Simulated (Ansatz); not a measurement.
# Ag2BiRuO4, from a guessed structure to a relaxed one, part 2 of 2

This structure for Ag2BiRuO4 is made up. Its elements were placed in a known structure type with a cell scaled to their sizes. What cell does the guess relax to, and how far off was it?

Ansatz 0.2.0; DFT, PBE, plane-wave PAW, files of the set soft_1, scalar-relativistic, no spin, cell and ions relaxed at zero pressure; PAW set soft_1 (the session's first sound run).

So far: The starting structure; Relaxing cell and atoms. The relaxed cell has a = 4.567, c = 10.781 Å (conventional setting).

## 3. Bands of the relaxed cell

A second self-consistent run takes a narrower smearing and the mesh shown in its input; the bands follow along the standard path of the relaxed lattice.

This step: DFT, PBE, plane-wave PAW, files of the set soft_1, scalar-relativistic, no spin, bands and density of states at the relaxed cell; PAW set soft_1 (Ansatz 0.2.0).

input.yaml

```yaml
crystal:
  lattice:
    - [-2.2836673981, 2.2836673981, 5.3903819006]
    - [2.2836673981, -2.2836673981, 5.3903819006]
    - [2.2836673981, 2.2836673981, -5.3903819006]
  atoms:
    - { symbol: Bi, position: [0.75, 0.25, 0.5] }
    - { symbol: Ag, position: [0.25, 0.75, 0.5] }
    - { symbol: Ag, position: [0.5, 0.5, 0.0] }
    - { symbol: Ru, position: [0.0, 0.0, 0.0] }
    - { symbol: O, position: [0.8143242412, 0.8143242412, 0.0] }
    - { symbol: O, position: [0.9735972592, 0.4735972592, 0.5] }
    - { symbol: O, position: [0.1856757588, 0.1856757588, 0.0] }
    - { symbol: O, position: [0.5264027408, 0.0264027408, 0.5] }
kpoints:
  mp_grid: { grid: [10, 10, 10] }
  band_path:
    path:
      - [[0.0, 0.0, 0.0], [0.0, 0.0, 0.5], [-0.08974218, 0.08974218, 0.5], [-0.29487109, 0.29487109, 0.29487109], [0.0, 0.0, 0.0], [0.5, 0.5, -0.5], [0.29487109, 0.70512891, -0.29487109], [0.0, 0.5, 0.0], [0.25, 0.25, 0.25], [0.5, 0.5, -0.08974218], [0.5, 0.5, -0.5]]
      - [[0.0, 0.0, 0.5], [0.25, 0.25, 0.25]]
    npoints: 7
scf:
  occupations: { method: fermi_dirac, width: 0.03 }
  n_extra_bands: 12
hamiltonian:
  xc: pbe
  pseudopotentials: { kind: paw, azcp: { folder: soft_1 } }
output:
  forces: true
  stress: true
  write_bands: true
  dos: { projected: true }
  write_density: true
  write_potential: true
  elf: true
  volumetric_format: npy
```

Run with:

```
$ ansatz run input.yaml --threads 4 --pin off --max-ram 10240MiB --backend cpu --events-out ev --progress --plain --runs-dir out
```

Numbers of over 12 decimals in the logs are rounded to 6 here.

The program printed:

```text
[...]
Crystal: 8 atoms, lattice volume = 112.446 Å³
Basis set: ecut = 420 eV, 2211 PW (Γ), exchange–correlation on 90×90×90 points (8 copies of the dense FFT grid, shifted against one another)
Bands: 59, of which v1, the nominal top of the filled ones, is band 47 counted from 1 (46 counted from 0)
Symmetry: 8 space group operations
[...]
k-points: 102 of 1000 (time reversal used)
[...]
SCF iter   1: F=—  HF=-35723.747837 eV  |F-HF|=—  |Δ(HF+E_count)|=         —  Δρ=8.88e-2  dr2=1.15e1  ethr=3.10e-3  ⟨swp⟩=6.0  Hψ=21105  notcnv=0  defer=3
[...]
SCF iter  11: F=-35721.770718 eV  HF=-35721.770718 eV  |F-HF|=6.67e-9  |Δ(HF+E_count)|=   6.16e-9  Δρ=2.28e-6  dr2=1.01e-8  ethr=1.08e-10  ⟨swp⟩=7.6  Hψ=32772  notcnv=0
SCF 1 converged in 11 iterations: F = -35721.770718 eV  dr2 = 1.01e-8
[...]
NSCF: frozen V_eff on 79 k-points
SCF converged after 11 iterations
Free energy (F): -35721.770718 eV
[...]
Internal energy: -35721.752753 eV  (E = F + TS)
E sigma→0 (E₀):  -35721.761736 eV
Entropy (-TS):   -0.017964 eV (-2.246 meV/atom)
Fermi energy:    13.055346 eV
[...]
--- Forces (eV/Å), atoms counted from 1 ---
  atom   1  Bi    -0.00000000     0.00000000     0.00000000
  atom   2  Ag    -0.00000000    -0.00000000     0.00000000
  atom   3  Ag     0.00000000     0.00000000    -0.00000000
  atom   4  Ru    -0.00000000    -0.00000000     0.00000000
  atom   5  O      0.00000000    -0.00000000     0.01416854
  atom   6  O      0.00000000     0.00000000    -0.01957182
  atom   7  O      0.00000000     0.00000000    -0.01416854
  atom   8  O      0.00000000     0.00000000     0.01957182
  max |Σ_I F_I| component: 3.95e-17 eV/Å
--- Stress (GPa, compression-positive) ---
        0.006771       0.000000       0.000000
        0.000000       0.006771      -0.000000
        0.000000      -0.000000      -0.130229
  P = ⅓ Tr σ = -0.0389 GPa (-0.389 kbar)
--- Band table (eV; the first three rows and the last of 102) ---
  k-point 0: bands = [... 43 lower, 10.8340, 12.4329, 12.5281, 12.5281, 12.8762, 13.8167, 14.5786, 16.1163, ... 8 higher]
  k-point 1: bands = [... 43 lower, 11.2031, 12.4188, 12.4900, 12.5080, 13.2459, 14.1920, 14.7382, 16.1860, ... 8 higher]
  k-point 2: bands = [... 43 lower, 11.9158, 12.4488, 12.6499, 12.6530, 13.9194, 14.8275, 15.1492, 15.9031, ... 8 higher]
  k-point 101: bands = [... 43 lower, 10.9437, 12.4271, 12.5297, 12.8477, 12.8477, 13.0363, 14.5998, 15.7747, ... 8 higher]
```

It took 43 s on 4 threads of Arm Neoverse V1, shared host; peak memory 0.9 GiB.

The column dr2 measures how far the density is from self-consistency, as an energy; F and HF (Harris–Foulkes) agree once it is small.

This step gave:

```
free energy             : -35721.7707 eV
energy at zero smearing : -35721.7617 eV
smearing term TS        : 0.01796 eV
pressure                : -0.03890 GPa
```

From bands.tsv, the bands that come nearest the Fermi level along the path, at its corners, in eV from the Fermi level:

```
point  band 43  band 44  band 45  band 46  band 47  band 48  band 49  band 50
    Γ    -2.30    -2.22    -0.62    -0.53    -0.53    -0.18     0.76     1.52
    X    -1.84    -0.01    -0.01     0.21     0.44     1.15     1.22     2.51
    Y    -1.84    -0.08    -0.03     0.17     0.35     1.27     1.37     2.34
    S    -1.66    -1.40    -0.35    -0.28    -0.15     0.42     1.41     2.10
    Γ    -2.30    -2.22    -0.62    -0.53    -0.53    -0.18     0.76     1.52
    Z    -2.35    -2.11    -0.63    -0.53    -0.21    -0.21    -0.02     1.54
   S1    -1.66    -1.40    -0.35    -0.28    -0.15     0.42     1.41     2.10
    N    -2.01    -1.37    -0.34    -0.31     0.04     0.38     1.33     2.55
    P    -1.18    -0.19    -0.15     0.00     0.69     0.98     1.40     2.57
   Y1    -1.84    -0.08    -0.03     0.17     0.35     1.27     1.37     2.34
    Z    -2.35    -2.11    -0.63    -0.53    -0.21    -0.21    -0.02     1.54
    X    -1.84    -0.01    -0.01     0.21     0.44     1.15     1.22     2.51
    P    -1.18    -0.19    -0.15     0.00     0.69     0.98     1.40     2.57
```

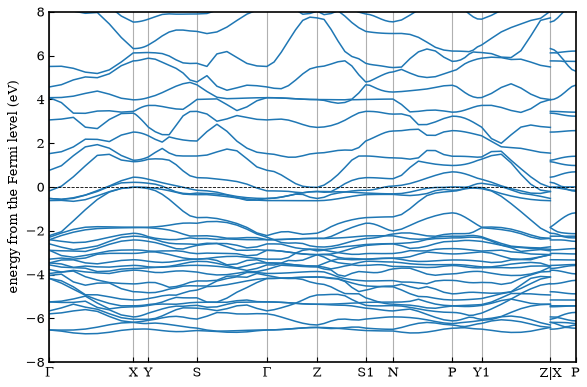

Bands along the path. 22 bands lie wholly below the window drawn.

States per cell as run, both spins, in windows of 1 eV, from dos.tsv (zero at the Fermi level):

| from | to | total |
| --- | --- | --- |
| -8 | -7 | 0.00 |
| -7 | -6 | 4.45 |
| -6 | -5 | 9.09 |
| -5 | -4 | 6.53 |
| -4 | -3 | 10.82 |
| -3 | -2 | 9.38 |
| -2 | -1 | 2.82 |
| -1 | 0 | 5.97 |
| 0 | 1 | 2.38 |
| 1 | 2 | 3.32 |
| 2 | 3 | 2.22 |
| 3 | 4 | 3.02 |
| 4 | 5 | 2.95 |
| 5 | 6 | 2.02 |

A further 44.0 states lie below the table's range.

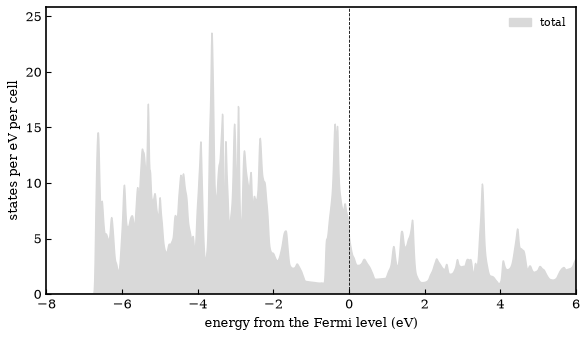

Total density of states, smoothed over about 0.04 eV.

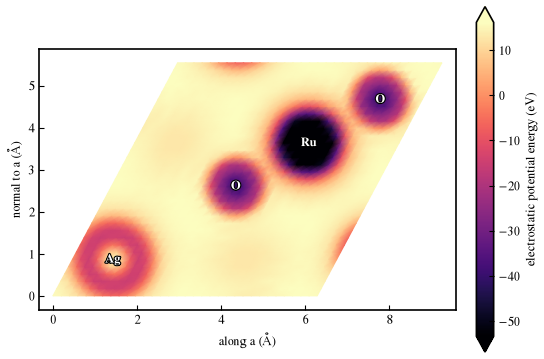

Electrostatic potential energy in the ab plane of the cell as run, not the conventional one, at fractional z = 0.000, with atoms of Ag and Ru and O within 0.2 Å of it. With pseudopotentials it is smooth inside the atoms' cores, unlike the true potential. The map starts off the cell's origin, so that atoms lie inside it.

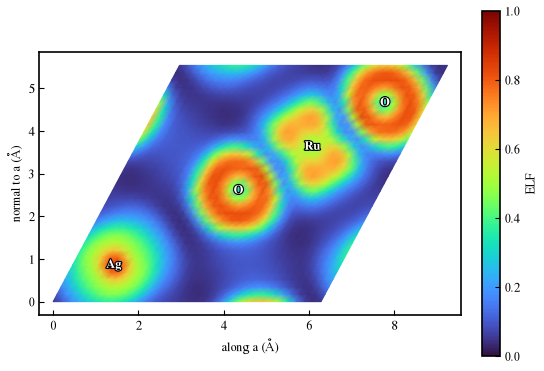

ELF in the ab plane of the cell as run, not the conventional one, at fractional z = 0.000, with atoms of Ag and Ru and O within 0.2 Å of it. It is the smooth field of the valence electrons, not physical close to the nuclei. The map starts off the cell's origin, so that atoms lie inside it.

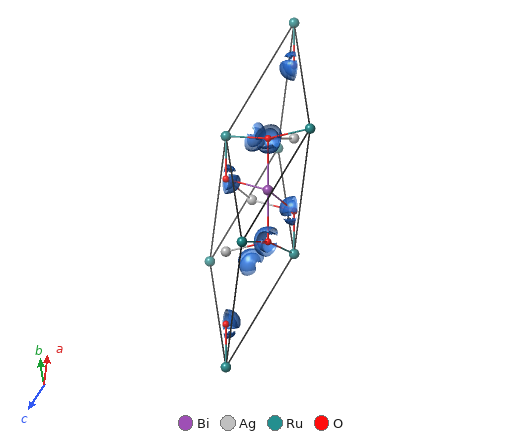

Surface of ELF = 0.8. Drawn on the cell as run, not the conventional one. Bonds to atoms that aren't drawn are left out.

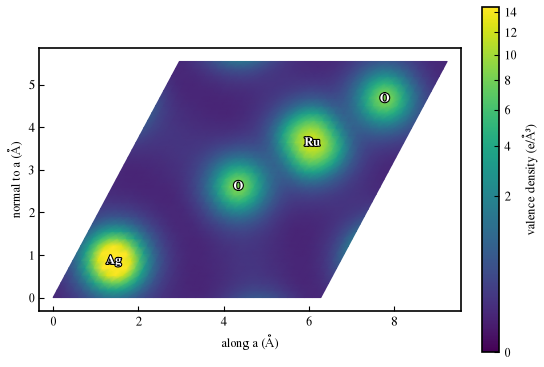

Valence density in the ab plane of the cell as run, not the conventional one, at fractional z = 0.000, with atoms of Ag and Ru and O within 0.2 Å of it. It is the smooth field of the valence electrons, not physical close to the nuclei. The map starts off the cell's origin, so that atoms lie inside it. The colour scale is stretched toward low values.

## 4. Outcome

```yaml
space_group_relaxed: I-4m2
conventional_cell: a = 4.567, b = 4.567, c = 10.781 Å; α = 90.0°, β = 90.0°, γ = 90.0°
volume_per_atom: 14.06 Å³ (guess 12.75)
```

What this shows: Ag2BiRuO4 relaxes to I-4m2 with a = 4.567, b = 4.567 and c = 10.781 Å. The guessed volume was 9 % too small. The space group I-4m2 was held in the relaxation, so the end point is a stationary structure within it and may be a saddle against distortions or other arrangements. Bands cross the Fermi level, so it is a metal or semimetal at this level. The electron count is odd, which forces that without spin polarisation or a larger cell. On the 10×10×10 mesh with the narrower smearing (relaxed on 8×8×8) the largest force component is 0.020 eV/Å and the largest stress component is 0.130 GPa, against the relaxation's thresholds of 0.015 eV/Å and 0.05 GPa. The cutoff wasn't tested. A vector of the cell changed its length by 9 %, more than the volume shows. Spin-orbit coupling is left out, which can matter for elements this heavy. No dispersion term is used, so weakly bound directions may come out too long. The runs have no spin, and magnetism wasn't tested. Nothing here tests whether the compound is stable against decomposition.

[Logs are printed without paths, hosts, clocks, repeated set-up lines and the standing remarks that a program may print on its own settings, such as how far it seeks lower states.]

[Hosts, paths, dates, database ids (printed as entryN), source tags and the programs' standing remarks are cut or masked in the printed files.]
